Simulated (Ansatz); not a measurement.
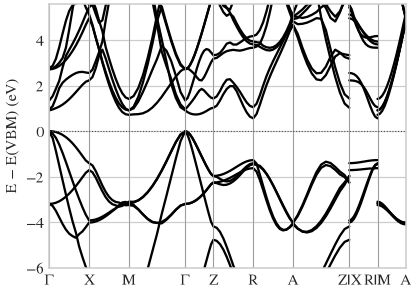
*Band structure from r²SCAN in the plane-wave PAW code Ansatz*

Question: Read off the gap and where the band edges lie.

Answer: About 0.6 eV (0.56 eV by a search for the band edges); maximum at Γ, minimum at R.

The material is SiGe3 in space group P-4m2 (No. 115; Si on 1a, Ge on 2g, Ge on 1c).

The start of the workflow was typed in or built on a structure type; neither database checked (COD, Materials Project) lists it. Its standing as an ambient phase is unchecked. Symmetry was held in the r²SCAN relaxation; its stability against distortions is not shown here. Scalar-relativistic: spin–orbit coupling is off unless named, which matters more the heavier the elements.

Potentials: the earlier of the program's two PAW sets.
